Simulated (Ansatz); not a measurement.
## Electronic structure of BClH₄Si···HCl in real space

The calculation's input:

```
crystal:
  periodic: [false, false, false]
  atoms:
    - { symbol: B, position_ang: [0.136876, 0.477131, -0.33696] }
    - { symbol: Cl, position_ang: [-0.176661, -0.385733, 2.58913] }
    - { symbol: Cl, position_ang: [1.552588, -0.435141, -0.903183] }
    - { symbol: H, position_ang: [-0.924177, -0.022288, -0.561487] }
    - { symbol: Si, position_ang: [0.430319, 2.27612, 0.444598] }
    - { symbol: H, position_ang: [1.494906, 2.209161, 1.48908] }
    - { symbol: H, position_ang: [0.895239, 3.215512, -0.613802] }
    - { symbol: H, position_ang: [-0.791227, 2.836448, 1.086305] }
    - { symbol: H, position_ang: [0.483838, 0.76109, 2.643119] }
basis:
  gaussian: { orbitals: cc-pVDZ }
hamiltonian:
  xc: hf
relax:
  f_tol: 0.03
  max_steps: 50
output:
  orbitals: {}
```

Run with:

```sh
ansatz run input.yaml --threads 2 --pin off --max-ram 3072MiB --backend cpu --events-out ev --progress --plain --runs-dir out
```

The fields are those of the run's last geometry, not of the input's.

Computed with Ansatz, RHF/cc-pVDZ.

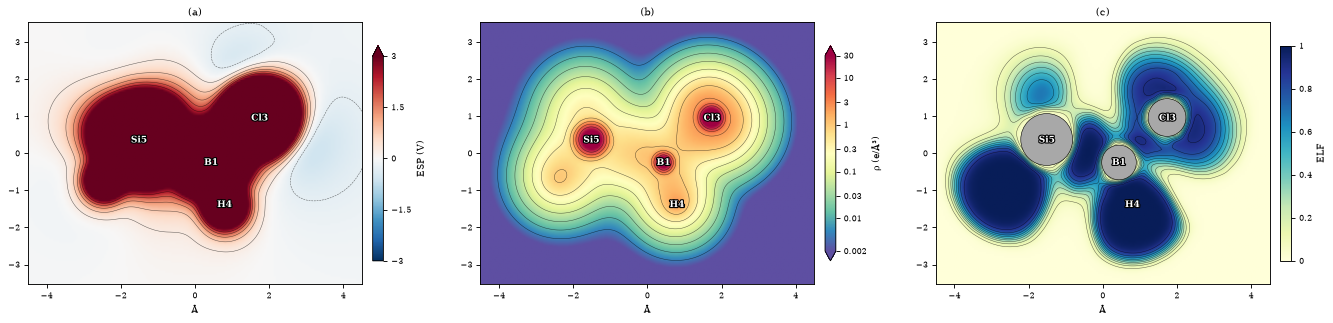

Figure 1. (a) electrostatic potential; (b) electron density; (c) ELF on the plane of atoms Cl3, B1 and Si5. Grey discs cover the atomic cores in the ELF map.

> Interpret the plot.

- The section cuts through B, Cl, H and Si sites.
- B–Cl (1.77 Å): ρ is about 1.3 e/Å³ halfway; the ELF peaks at about 0.90 between the atoms: a polar covalent bond.
- Si–B (2.05 Å): the density is about 0.8 e/Å³ at the midpoint; the ELF peaks at about 1 between the atoms (a shared electron pair).
- B–H (1.19 Å): ρ at the midpoint is about 1.3 e/Å³; the ELF climbs to about 1 towards the hydrogen, as it does in any bond to H; an ordinary covalent bond to hydrogen.
- The ELF also peaks beside Cl3, away from the bonds: lone-pair regions.
- Outside the dense part of the complex the potential is most negative (−0.6 V) near Cl3.

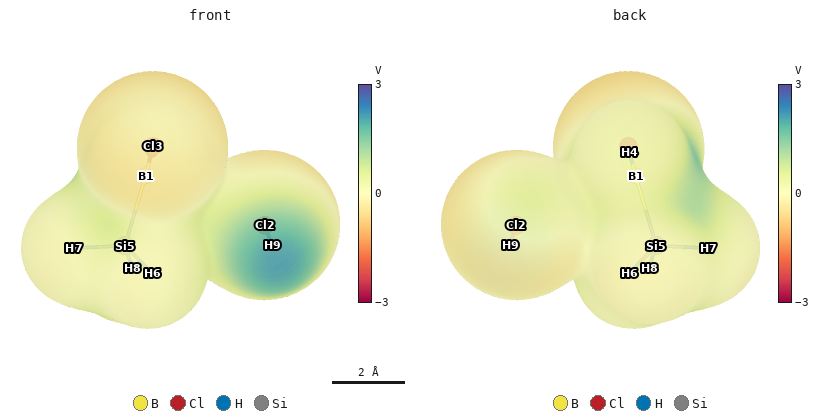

Figure 2. The molecular electrostatic potential painted on the density surface at 0.001 e/bohr³, seen from the front and from behind; red is negative and blue positive.

> Which sites attract a positive test charge, and which a negative one?

A positive charge is drawn to the negative regions and a negative charge to the positive ones. The most negative region (about −0.5 V) lies over Cl3, the most positive (about +2.1 V) over H9. Cl2 shows a σ-hole: about +0.4 V at the tip opposite its bond, against about −0.3 V on its flanks.

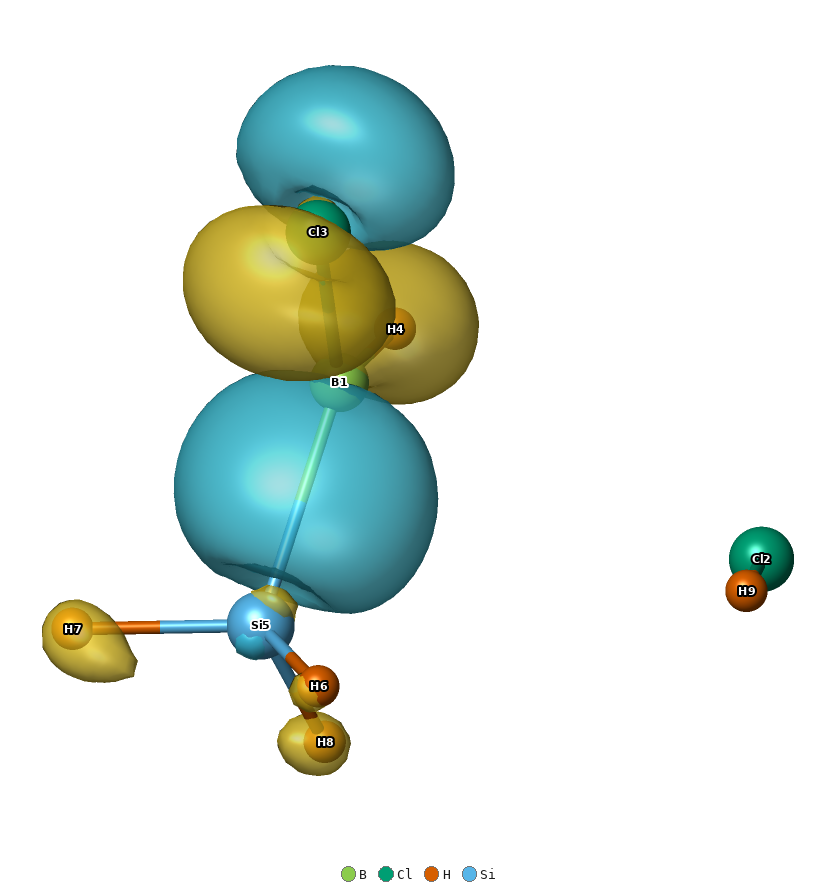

Figure 3. The HOMO at ±0.15 Å⁻³ᐟ² (yellow and cyan are the two phases), seen at a tilt.

> What is the character of this orbital?

It lies mainly on Cl3 (about 35 %), B1 (about 25 %), Si5 (about 25 %) and H4 (about 10 %). Its energy is −10.88 eV.
